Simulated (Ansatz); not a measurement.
# SnHBrOF2 (SMILES [OH][Sn]([F])([F])[Br]) at BHLYP/def2-SVP (core potential)

Aim: the vertical singlet–triplet gap of SnHBrOF2 at BHLYP/def2-SVP (core potential), from 2 runs. 

Program for the calculation: Ansatz 0.2.0.

84 further runs of the same task are left out: 2 that didn't finish, 82 set aside as unsound or not needed. Runs told in other sessions of the task aren't counted.

**1. The system as given**

SnHBrOF2 has 6 atoms, charge 0, and is taken as a singlet. As SMILES, `[OH][Sn]([F])([F])[Br]`. The shape is that of a PBE0-D4/def2-TZVP optimisation. This is one conformer, not always the lowest.

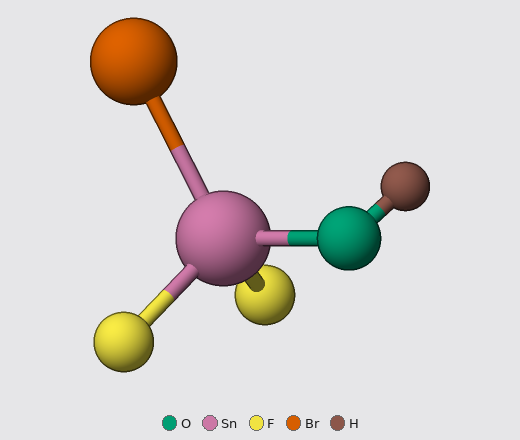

The structure, seen from a chosen angle (oxygen teal, tin pink, fluorine yellow, bromine orange, hydrogen brown).

**2. A single-point energy at BHLYP/def2-SVP (core potential)**

Contents of molecule.yaml:

```yaml
crystal:
  periodic: [false, false, false]
  atoms:
    - {symbol: O, position_ang: [-0.508100, 0.063600, 1.499700]}
    - {symbol: Sn, position_ang: [-0.078900, -0.013200, -0.374900]}
    - {symbol: F, position_ang: [-1.653500, 0.495100, -1.280000]}
    - {symbol: F, position_ang: [0.253500, -1.809000, -0.879000]}
    - {symbol: Br, position_ang: [1.795600, 1.350200, -1.085700]}
    - {symbol: H, position_ang: [0.233500, -0.150700, 2.073700]}
basis:
  gaussian:
    orbitals: def2-SVP
hamiltonian:
  xc: {name: BHLYP}
accuracy: high
magnetization:
  spin_polarized: false
output: {orbitals: {seedname: orbitals}}
```

The run is started by

```
$ ansatz run molecule.yaml --threads 1 --pin off --max-ram 2610MiB --events-out events.jsonl --progress --plain --runs-dir runs
```

Log:

```text
Warning: RAYON_NUM_THREADS=1 ignored (pool sized by the plan → 1); use --threads N
Functional definition: BHLYP
  name "BHLYP"
  parameter a = 0.5
  exchange = (1 - a)*b88_x + a*exact_x
  correlation = lyp_c
2159 factors; integrals over basis functions are off by at most 1.1e-8 eV
mean field evaluation 1: about -83350.9368 eV, gradient 6.1e1 eV
mean field evaluation 2: about -83345.9386 eV, gradient 8.3e1 eV
mean field evaluation 4: about -83357.4734 eV, gradient 3.2e0 eV
mean field evaluation 8: about -83357.7436 eV, gradient 3.5e-1 eV
mean field evaluation 16: about -83357.7439 eV, gradient 1.9e-4 eV
mean field -83357.74388639 eV, -3063.3405859167 hartree, gradient 6.3e-9 eV, S^2 0.000000; 0 other end points of the search recorded, 0 dependent functions left out
reference -83357.74391343 eV, -3063.3405869105 hartree; 42, 42 occupied and 63, 63 virtual orbitals, 2159 factors
Total energy: -83357.74391343 eV, -3063.3405869105 hartree
```

Run time: 17 s. Hardware: 1 thread of Arm Neoverse V2, shared host; peak memory 0.43 GiB.

**3. The triplet at the same level**

Contents of job.yaml:

```yaml
crystal:
  periodic: [false, false, false]
  atoms:
    - {symbol: O, position_ang: [-0.508100, 0.063600, 1.499700]}
    - {symbol: Sn, position_ang: [-0.078900, -0.013200, -0.374900]}
    - {symbol: F, position_ang: [-1.653500, 0.495100, -1.280000]}
    - {symbol: F, position_ang: [0.253500, -1.809000, -0.879000]}
    - {symbol: Br, position_ang: [1.795600, 1.350200, -1.085700]}
    - {symbol: H, position_ang: [0.233500, -0.150700, 2.073700]}
basis:
  gaussian:
    orbitals: def2-SVP
magnetization:
  spin_polarized: true
  initial_magnetization: 2
hamiltonian:
  xc: {name: BHLYP}
accuracy: high
output: {orbitals: {seedname: orbitals}}
```

The run is started by

```
$ ansatz run job.yaml --threads 1 --pin off --max-ram 2610MiB --events-out events.jsonl --progress --plain --runs-dir runs
```

Log:

```text
Warning: RAYON_NUM_THREADS=1 ignored (pool sized by the plan → 1); use --threads N
[... 5 set-up lines as earlier in the session ...]
2159 factors; integrals over basis functions are off by at most 1.1e-8 eV
mean field evaluation 1: about -83343.2723 eV, gradient 4.8e1 eV
mean field evaluation 2: about -83318.9170 eV, gradient 8.8e1 eV
mean field evaluation 4: about -83352.1883 eV, gradient 4.5e0 eV
mean field evaluation 8: about -83352.4720 eV, gradient 3.5e-1 eV
mean field evaluation 16: about -83352.4894 eV, gradient 1.1e-1 eV
mean field evaluation 32: about -83352.4944 eV, gradient 2.2e-2 eV
mean field -83352.49444614 eV, -3063.1476725456 hartree, gradient 6.7e-8 eV, S^2 2.014154; 6 other end points of the search recorded, 0 dependent functions left out
reference -83352.49447337 eV, -3063.1476735463 hartree; 43, 41 occupied and 62, 64 virtual orbitals, 2159 factors
Total energy: -83352.49447337 eV, -3063.1476735463 hartree
```

Run time: 71 s. Hardware: 1 thread of Arm Neoverse V2, shared host; peak memory 0.73 GiB.

**4. Results**

At BHLYP/def2-SVP (core potential):

```
                                        quantity           value
                           singlet: total energy  -3063.34059 Eh
                            singlet: HOMO energy       -10.64 eV
                            singlet: LUMO energy        -1.83 eV
                          singlet: HOMO–LUMO gap         8.81 eV
                           triplet: total energy  -3063.14767 Eh
     triplet: HOMO energy (highest over α and β)        -5.44 eV
                                   triplet: ⟨S²⟩           2.014
vertical energy of the triplet above the singlet        5.249 eV
```

In words: At this shape the triplet lies 5.25 eV (506 kJ/mol) above the singlet.
